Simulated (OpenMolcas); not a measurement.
# A ladder of methods for CH2FNOSn (SMILES O=C=[N][SnH2][F])

CH2FNOSn has 7 atoms, charge 0, and is taken as a singlet. SMILES: `O=C=[N][SnH2][F]`. Geometry: relaxed at PBE0-D4/def2-TZVP. This is one conformer, not always the lowest.

Each level gives the vertical energy of the triplet above the singlet (eV). The values are calculated.

```tsv
level	kind	program	value (eV)	CPU time (all runs)
HF/def2-SVP (core potential)	Hartree–Fock	OpenMolcas	7.40	39 s
SVWN5/def2-SVP (core potential)	LDA	OpenMolcas	5.54	94 s
PBE/def2-SVP (core potential)	GGA	OpenMolcas	5.56	1.8 min
revPBE/def2-SVP (core potential)	GGA	OpenMolcas	5.58	2 min
M06-L/def2-SVP (core potential)	meta-GGA	OpenMolcas	6.12	2.7 min
B3LYP/def2-SVP (core potential)	global hybrid	OpenMolcas	6.01	1.9 min
M06-2X/def2-SVP (core potential)	hybrid meta-GGA	OpenMolcas	6.71	3.6 min
PBE0/def2-SVP (core potential)	global hybrid	OpenMolcas	6.14	2.1 min
```

Spin-orbit coupling, which can split open shells on such heavy atoms by tenths of an eV, is left out. The values span 5.54 to 7.40 eV. M06-2X/def2-SVP (core potential) lies far from functionals of the same kind, perhaps in another electronic state. CPU times are rough (shared hosts, several kinds of processor and program).

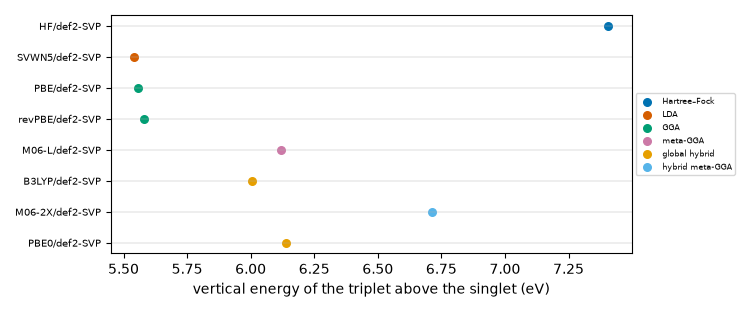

The values of the table, level by level.
